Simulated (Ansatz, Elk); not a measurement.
**LaTi2Ni: X-ray structure factors from the self-consistent density**

The structure of LaTi2Ni used here is made up (a known structure type with other elements) and was relaxed beforehand with PBE. The aim is the Fourier transform of its all-electron density, F(hkl), set beside the sum over free spherical atoms that refinements use.

Calculated with Elk 11.2.3 (patched build); DFT, PBE, all-electron APW+lo, Dirac cores, scalar-relativistic bands, static density, no spin.

The structure was built from a prototype and need not be the compound's stable phase.

## Step 1: The starting structure

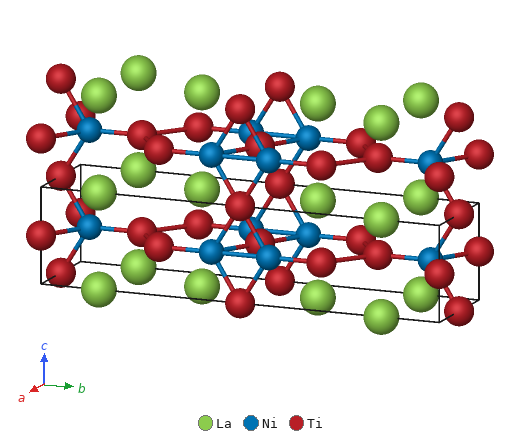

The starting structure, seen slightly off an axis (lanthanum green, nickel blue, titanium red). 1×1×2 cells are drawn. This picture shows the conventional cell, with its axes. Some periodic images of atoms are drawn too.

## Step 2: Ground state and structure factors

An all-electron density is needed, since X-rays see the cores too. Task 0 finds the density and task 195 Fourier-transforms it; tshift is off so that phases refer to the origin typed.

Contents of elk.in:

```
tasks
  0
  195

xctype
  20

spinpol
  .false.

rgkmax
  7.0

gmaxvr
  14.0

lmaxo
  7

lmaxapw
  8

swidth
  0.002

tshift
  .false.

ramdisk
  .false.

hmaxvr
  5.5

maxscl
  120

epspot
  1e-06

sppath
  './'

avec
  4.14641798290 -17.20770666352 -0.00000000000
  4.14641798290 17.20770666352 -0.00000000000
  0.00000000000 0.00000000000 7.97049750880

atoms
  3
  'La.in'
  2
  0.8546084742 0.1453915258 -0.0000000000   0.000000 0.000000 0.000000
  0.1453915258 0.8546084742 0.0000000000   0.000000 0.000000 0.000000
  'Ni.in'
  2
  0.5719142032 0.4280857968 0.5000000000   0.000000 0.000000 0.000000
  0.4280857968 0.5719142032 0.5000000000   0.000000 0.000000 0.000000
  'Ti.in'
  4
  0.7038165612 0.2961834388 0.5000000000   0.000000 0.000000 0.000000
  0.2961834388 0.7038165612 0.5000000000   0.000000 0.000000 0.000000
  -0.0000000000 0.0000000000 0.5000000000   0.000000 0.000000 0.000000
  0.5000000000 0.5000000000 0.0000000000   0.000000 0.000000 0.000000

ngridk
  5 5 5
```

Run with:

```
OMP_NUM_THREADS=4 elk
```

Numbers of over 12 decimals in the logs are rounded to 6 here.

The program printed:

```text
┌─────────────────────────┐
│ Elk code version 11.2.3 │
└─────────────────────────┘

All units are atomic (Hartree, Bohr, etc.)

┌─────────────────────────────────────────────────┐
│ Ground-state run starting from atomic densities │
└─────────────────────────────────────────────────┘

Lattice vectors :
   4.146417983      -17.20770666      -0.000000000
   4.146417983       17.20770666      -0.000000000
   0.000000000       0.000000000       7.970497509

Reciprocal lattice vectors :
  0.7576642458     -0.1825689335       0.000000000
  0.7576642458      0.1825689335      -0.000000000
   0.000000000       0.000000000      0.7883052846

Unit cell volume      :    1137.395484
Brillouin zone volume :   0.2180861600

Muffin-tin inner radius fraction :   0.1000000000E-01

Nuclei treated as point charges

Species : 1 (La)
 parameters loaded from : La.in
 name : lanthanum
 nuclear charge    :   -57.00000000
 electronic charge :    57.00000000
 atomic mass :    253209.2366
 muffin-tin radius :    2.800000000
 number of radial points in muffin-tin :   1393
 inner part over the whole radius :   0.9924947902E-02
 number on inner part of muffin-tin    :    996
 approximate nuclear radius :   0.9226798129E-04
 number of mesh points to nuclear radius :    505
 atomic positions (lattice), magnetic fields (Cartesian) :
  1 :  -0.14539153  0.14539153  0.00000000    0.00000000  0.00000000  0.00000000
  2 :   0.14539153 -0.14539153  0.00000000    0.00000000  0.00000000  0.00000000

Species : 2 (Ni)
 parameters loaded from : Ni.in
 name : nickel
 nuclear charge    :   -28.00000000
 electronic charge :    28.00000000
 atomic mass :    106991.5231
 muffin-tin radius :    2.244737085
 number of radial points in muffin-tin :    993
 inner part over the whole radius :   0.9983799684E-02
 number on inner part of muffin-tin    :    700
 approximate nuclear radius :   0.7325707712E-04
 number of mesh points to nuclear radius :    336
 atomic positions (lattice), magnetic fields (Cartesian) :
  1 :  -0.42808580  0.42808580  0.50000000    0.00000000  0.00000000  0.00000000
  2 :   0.42808580 -0.42808580  0.50000000    0.00000000  0.00000000  0.00000000

Species : 3 (Ti)
 parameters loaded from : Ti.in
 name : titanium
 nuclear charge    :   -22.00000000
 electronic charge :    22.00000000
 atomic mass :    87256.20317
 muffin-tin radius :    2.244737085
 number of radial points in muffin-tin :    993
 inner part over the whole radius :   0.9872717327E-02
 number on inner part of muffin-tin    :    697
 approximate nuclear radius :   0.6805665174E-04
 number of mesh points to nuclear radius :    326
 atomic positions (lattice), magnetic fields (Cartesian) :
  1 :  -0.29618344  0.29618344  0.50000000    0.00000000  0.00000000  0.00000000
  2 :   0.29618344 -0.29618344  0.50000000    0.00000000  0.00000000  0.00000000
  3 :   0.00000000  0.00000000  0.50000000    0.00000000  0.00000000  0.00000000
  4 :   0.50000000  0.50000000  0.00000000    0.00000000  0.00000000  0.00000000

Total number of atoms per unit cell :    8
Total muffin-tin volume :    468.1780977
 ratio of muffin-tin to unit cell volume :   0.4116229617

Spin treatment :
 spin-unpolarised

Number of Bravais lattice symmetries :    8
Number of crystal symmetries         :    8
Crystal has inversion symmetry
Real symmetric eigensolver will be used

k-point grid :      5     5     5
k-point offset :    0.000000000       0.000000000       0.000000000
k-point set is reduced with full crystal symmetry group
Total number of k-points :       27

Muffin-tin radius times maximum |G+k| :    7.000000000
 using average radius
Maximum |G+k| for APW functions       :    2.936792489
Maximum (1/2)|G+k|²                   :    4.312375062
Maximum |G| for potential and density :    14.00000000
Constant for pseudocharge density :   10
 order of it for each species :   17  17  17
 order of it for pair densities of each species (exact exchange by exxq0 0: 18) :   13   8   8
Radial integration step length :    1

[...]
electron entropic           :    -0.32616566768165E-02
 total energy                :     -23453.548531420

Density of states at Fermi energy :    253.8875189
 (states/Hartree/unit cell)

Estimated indirect band gap :   0.1069161596E-02
 from k-point 23 to k-point 20
Estimated direct band gap   :   0.4187284115E-02
 at k-point 14

Charges :
 core                        :    156.0000000
 valence                     :    102.0000000
 interstitial                :    14.75879757
 muffin-tins (core leakage)
  species : 1 (La)
[...]
species : 2 (Ni)
[...]
species : 3 (Ti)
[...]
total in muffin-tins        :    243.2412024
 total calculated charge     :    257.9985952
 total charge                :    258.0000000
 error                       :   0.1404762607E-02

RMS change in Kohn-Sham potential (target) :   0.3851996604     (  0.1000000000E-05)
Absolute change in total energy (target)   :   0.1663077483E-01 (  0.1000000000E-03)

[... loops 3 to 31 left out ...]

┌──────────────────┐
│ Loop number : 32 │
└──────────────────┘

Energies :
 Fermi                       :     0.286342
 sum of occupied eigenvalues :     -14228.077750152
 electron kinetic            :      24725.484219210
 core electron kinetic       :      24025.599398587
 Coulomb                     :     -47473.531243527
 Coulomb potential           :     -38036.554854380
 nuclear-nuclear             :     -2513.5050225241
 electron-nuclear            :     -51941.852215973
 Hartree                     :      6981.8259949706
 Madelung                    :     -28455.253816337
 xc potential                :     -917.00711498238
 exchange                    :     -691.37556916914
 correlation                 :     -12.763679121173
 electron entropic           :    -0.41160060028898E-02
 total energy                :     -23452.190388613

Density of states at Fermi energy :    324.1260455
 (states/Hartree/unit cell)

Estimated indirect band gap :   0.3702412525E-03
 from k-point 18 to k-point 13
Estimated direct band gap   :   0.2309037987E-02
 at k-point 10

Charges :
 core                        :    156.0000000
 valence                     :    102.0000000
 interstitial                :    14.67958038
 muffin-tins (core leakage)
  species : 1 (La)
[...]
species : 2 (Ni)
[...]
species : 3 (Ti)
[...]
total in muffin-tins        :    243.3204196
 total calculated charge     :    257.9986269
 total charge                :    258.0000000
 error                       :   0.1373064952E-02

RMS change in Kohn-Sham potential (target) :   0.3361671075E-06 (  0.1000000000E-05)
Absolute change in total energy (target)   :   0.3230219590E-05 (  0.1000000000E-03)

Convergence targets achieved

┌──────────────────┐
│ Loop number : 33 │
└──────────────────┘

Energies :
 Fermi                       :     0.286342
 sum of occupied eigenvalues :     -14228.077755661
 electron kinetic            :      24725.484222686
 core electron kinetic       :      24025.599395880
 Coulomb                     :     -47473.531250310
 Coulomb potential           :     -38036.554829930
 nuclear-nuclear             :     -2513.5050225241
 electron-nuclear            :     -51941.852253776
 Hartree                     :      6981.8260259908
 Madelung                    :     -28455.253835345
 xc potential                :     -917.00714841751
 exchange                    :     -691.37556989089
 correlation                 :     -12.763679139774
 electron entropic           :    -0.41160086045989E-02
 total energy                :     -23452.190392663

Density of states at Fermi energy :    324.1262653
 (states/Hartree/unit cell)

Estimated indirect band gap :   0.3702233516E-03
 from k-point 18 to k-point 13
Estimated direct band gap   :   0.2308991181E-02
 at k-point 10

Charges :
 core                        :    156.0000000
 valence                     :    102.0000000
 interstitial                :    14.67958018
 muffin-tins (core leakage)
  species : 1 (La)
[...]
species : 2 (Ni)
[...]
species : 3 (Ti)
[...]
atom 2                    :    20.02536164     ( -0.2137700381E-06)
   atom 3                    :    19.95585627     ( -0.2137939710E-06)
   atom 4                    :    19.99073994     ( -0.2137882831E-06)
 total in muffin-tins        :    243.3204198
 total calculated charge     :    257.9986269
 total charge                :    258.0000000
 error                       :   0.1373064797E-02

┌──────────────────────────────┐
│ Self-consistent loop stopped │
└──────────────────────────────┘

Warning : core states of species 1 leak from the muffin-tin :   0.2184009385E-03

Warning : core states of species 2 leak from the muffin-tin :   0.6283534052E-03

Wrote STATE.OUT
```

The job ended after 2.3 min (4 threads of Arm Neoverse V2, shared host; peak memory 0.4 GiB; 7.4 min of CPU time).

SFACRHO.OUT:

```text

h k l indices transformed by vhmat matrix:
   1.000000000       0.000000000       0.000000000    
   0.000000000       1.000000000       0.000000000    
   0.000000000       0.000000000       1.000000000    

      h      k      l  multipl.   |H|            Re(F)            Im(F)           |F|

      0      0      0      1   0.0000000       258.00000      0.78219496E-16   258.00000    
     -1      1      0      2  0.36513787       12.746786      0.26054441E-16   12.746786    
      2     -2      0      2  0.73027573      -48.066375     -0.39467368E-13   48.066375    
     -1      0      0      4  0.77935007       5.6042597     -0.79860504E-14   5.6042597    
      0      0     -1      2  0.78830528       13.020656     -0.57274469E-13   13.020656    
     -1      1      1      4  0.86876400      -25.417132      0.11813080E-13   25.417132    
      1     -2      0      4  0.93489991      -73.742293     -0.29452982E-13   73.742293    
      2     -2     -1      4   1.0745826      -85.876163     -0.46981132E-13   85.876163    
     -3      3      0      2   1.0954136       63.129948     -0.24154198E-13   63.129948    
     -1      0      1      8   1.1085178       75.978297     -0.15778999E-13   75.978297    
      3     -2      0      4   1.1863138      -17.127421      0.83701532E-14   17.127421    
      1     -2      1      8   1.2228913      -133.36461     -0.19545871E-14   133.36461    
      3     -3      1      4   1.3495763       97.160332      0.27501498E-13   97.160332    
      3     -2     -1      8   1.4243475      -40.393412      0.27194089E-14   40.393412    
     -4      4      0      2   1.4605515       17.604991     -0.39438608E-13   17.604991    
      3     -4      0      4   1.4856966       156.45053      0.42991743E-13   156.45053    
      1      1      0      2   1.5153285       189.05501     -0.24256269E-13   189.05501    
     -2      0      0      4   1.5587001       8.8367385      0.27689051E-13   8.8367385
```

Elk indexes on the primitive cell of elk.in and gives |H| = 4π sin θ/λ in inverse bohr. Below, one row stands for each form hkl of the conventional cell (m members, Friedel mates merged), F is for one primitive cell and the density is static (no thermal factor). Free-atom factors are Waasmaier and Kirfel's, and R is Σm||F|−|F'||/Σm|F|.

```csv
hkl,m,sin θ/λ (Å⁻¹),"abs F, DFT",neutral atoms,diff.
020,2,0.055,12.747,12.676,+0.071
040,2,0.110,48.066,48.042,+0.024
110,4,0.117,5.604,5.972,-0.368
001,2,0.118,13.021,13.617,-0.597
021,4,0.131,25.417,25.205,+0.212
130,4,0.141,73.742,73.449,+0.293
041,4,0.162,85.876,85.953,-0.077
060,2,0.165,63.130,63.649,-0.519
111,8,0.167,75.978,75.550,+0.428
150,4,0.178,17.127,17.517,-0.389
131,8,0.184,133.365,133.882,-0.517
061,4,0.203,97.160,97.271,-0.111
151,8,0.214,40.393,40.515,-0.122
080,2,0.220,17.605,17.263,+0.342
170,4,0.223,156.451,157.012,-0.561
200,2,0.228,189.055,190.043,-0.988
220,4,0.234,8.837,9.021,-0.184
002,2,0.237,186.493,187.169,-0.676
022,4,0.243,8.385,8.832,-0.447
081,4,0.250,99.599,99.928,-0.329
171,8,0.253,11.412,12.262,-0.849
240,4,0.253,42.438,42.001,+0.438
```

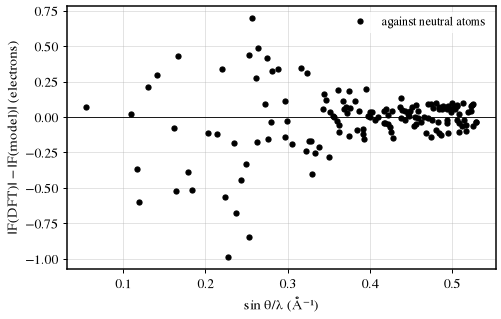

Difference between the calculated structure factors and the independent-atom ones.

## Step 3: The highest occupied states alone

An energy window below the Fermi level keeps the highest occupied states, to see at which angles they scatter; shallow core shells can lie inside it and anion s states outside. No new self-consistency is needed.

elk.in: that of step 2 with these lines changed.

```diff
@@ -1,3 +1,2 @@
 tasks
-  0
   195
@@ -40,2 +39,5 @@
 
+wsfac
+  -0.081150 0.586340
+
 sppath
```

Run with:

```
OMP_NUM_THREADS=4 elk
```

The program printed:

```text
┌─────────────────────────────────┐
│ Elk code version 11.2.3 started │
└─────────────────────────────────┘

Info(readinput): the functional depends on the density's gradient
 muffin-tin radial points multiplied by    2.00000
 (not where nrmtscf is given)

┌────────────────────┐
│ Current task : 195 │
└────────────────────┘
Info(checkmt): changed muffin-tin radius of species 2 (Ni) from   2.4000 to   2.2447
Info(checkmt): changed muffin-tin radius of species 3 (Ti) from   2.4000 to   2.2447

Info(sfacrho): density structure factors written to SFACRHO.OUT

 Energy window :  -0.8115000000E-01  0.5863400000

┌──────────────────┐
│ Elk code stopped │
└──────────────────┘
```

The job ended after 26 s (4 threads; peak memory 0.25 GiB).

States within 10 eV below the Fermi level hold 42.00 electrons; any levels below the window count with the cores. Their amplitudes can exceed the total, where window and core parts have opposite phase:

```csv
hkl,sin θ/λ (Å⁻¹),"abs F, window","abs F, all"
020,0.055,11.725,12.747
040,0.110,0.835,48.066
110,0.117,14.805,5.604
001,0.118,18.785,13.021
021,0.131,6.814,25.417
130,0.141,1.585,73.742
041,0.162,1.883,85.876
060,0.165,9.418,63.130
111,0.167,10.645,75.978
150,0.178,6.133,17.127
```

## Step 4: Another functional

The difference from free atoms is small, so it is set against the change that LDA (Perdew-Wang) makes.

elk.in: that of step 3 with these lines changed.

```diff
@@ -1,2 +1,3 @@
 tasks
+  0
   195
@@ -4,3 +5,3 @@
 xctype
-  20
+  3
 
@@ -39,5 +40,2 @@
 
-wsfac
-  -0.081150 0.586340
-
 sppath
```

Run with:

```
OMP_NUM_THREADS=4 elk
```

The program printed:

```text
┌─────────────────────────┐
│ Elk code version 11.2.3 │
└─────────────────────────┘

All units are atomic (Hartree, Bohr, etc.)

┌─────────────────────────────────────────────────┐
│ Ground-state run starting from atomic densities │
└─────────────────────────────────────────────────┘

Lattice vectors :
   4.146417983      -17.20770666      -0.000000000
   4.146417983       17.20770666      -0.000000000
   0.000000000       0.000000000       7.970497509

Reciprocal lattice vectors :
  0.7576642458     -0.1825689335       0.000000000
[...]
species : 3 (Ti)
[...]
atom 3                    :    19.97242456     ( -0.3473160721E-05)
   atom 4                    :    20.00656563     ( -0.3473154896E-05)
 total in muffin-tins        :    243.4268319
 total calculated charge     :    257.9985755
 total charge                :    258.0000000
 error                       :   0.1424496132E-02

┌──────────────────────────────┐
│ Self-consistent loop stopped │
└──────────────────────────────┘

Warning : core states of species 1 leak from the muffin-tin :   0.2186462967E-03

Warning : core states of species 2 leak from the muffin-tin :   0.6569919647E-03

Wrote STATE.OUT
[key lines of the parts left out:]
total energy                :     -23427.272855511
```

Wall time 90 s (4 threads); peak memory 0.31 GiB.

Against the first run R = 0.03 %; the largest change is -0.072 at 202.

## Step 5: Basis size

A smaller basis shows how fast F responds to it; the change is likely larger than the basis error of the first run, but doesn't show convergence.

elk.in: that of step 4 with these lines changed.

```diff
@@ -5,3 +5,3 @@
 xctype
-  3
+  20
 
@@ -11,3 +11,3 @@
 rgkmax
-  7.0
+  5.5
```

Run with:

```
OMP_NUM_THREADS=4 elk
```

The program printed:

```text
┌─────────────────────────┐
│ Elk code version 11.2.3 │
└─────────────────────────┘

All units are atomic (Hartree, Bohr, etc.)

┌─────────────────────────────────────────────────┐
│ Ground-state run starting from atomic densities │
└─────────────────────────────────────────────────┘

Lattice vectors :
   4.146417983      -17.20770666      -0.000000000
   4.146417983       17.20770666      -0.000000000
   0.000000000       0.000000000       7.970497509

Reciprocal lattice vectors :
  0.7576642458     -0.1825689335       0.000000000
[...]
species : 3 (Ti)
[...]
atom 3                    :    19.87674518     ( -0.2137981880E-06)
   atom 4                    :    19.91686673     ( -0.2137918838E-06)
 total in muffin-tins        :    242.8047757
 total calculated charge     :    257.9981300
 total charge                :    258.0000000
 error                       :   0.1870031257E-02

┌──────────────────────────────┐
│ Self-consistent loop stopped │
└──────────────────────────────┘

Warning : core states of species 1 leak from the muffin-tin :   0.2180621773E-03

Warning : core states of species 2 leak from the muffin-tin :   0.6271664064E-03

Wrote STATE.OUT
[key lines of the parts left out:]
total energy                :     -23451.811755930
```

Run time: 1.7 min. Hardware: 4 threads; peak memory 0.36 GiB; 5 min of CPU time.

Against the first run R = 0.08 %; the largest change is +0.226 at 0 14 0.

## Step 6: Settings against the effect

```csv
run,R against the first run (%),"R against neutral atoms, low angle (%)",wall time
"PBE, rgkmax 7",0.00,0.60,2.3 min
LDA (Perdew-Wang),0.03,0.60,90 s
rgkmax 5.5,0.08,0.67,1.7 min
```

## Step 7: Summary of results

| Property | Result |
| --- | --- |
| R against neutral atoms, sin θ/λ < 0.3 Å⁻¹ | 0.60 % |
| R against neutral atoms, 0.3 to 0.53 Å⁻¹ | 0.18 % |

In words: Independent neutral atoms miss the calculated amplitudes by R = 0.60 % below 0.3 Å⁻¹ and 0.18 % from there to 0.53 Å⁻¹; by shells, 0.86 % below 0.15 Å⁻¹ (6 forms), 0.58 % 0.15 to 0.3 (29 forms), 0.21 % 0.3 to 0.45 (59 forms), 0.14 % above 0.45 (55 forms). Bonding, aspherical density and the tables' own atoms all enter these figures, and the runs don't part them. The largest change of an amplitude is -0.99 electrons, at 200. The window's part falls from 42.0 electrons at the origin to at most 4.64 between 0.45 and 0.53 Å⁻¹, where compact states inside the window still scatter. Below 0.3 Å⁻¹ the changes that finished (LDA (Perdew-Wang) and rgkmax 5.5) move F by R = 0.09 % at most, against the 0.60 % that separates it from free atoms. The k-mesh has no finished test. These runs have no spin, though d or f shells may be open. Part of the difference isn't bonding: the tables are fits to free atoms and ions calculated by other methods than this functional. Thermal motion, anomalous dispersion and extinction are left out.

[Logs are printed without paths, hosts, clocks, repeated set-up lines and the standing remarks that a program may print on its own settings, such as how far it seeks lower states.]

[Hosts, paths, dates, database ids (printed as entryN), source tags and the programs' standing remarks are cut or masked in the printed files.]
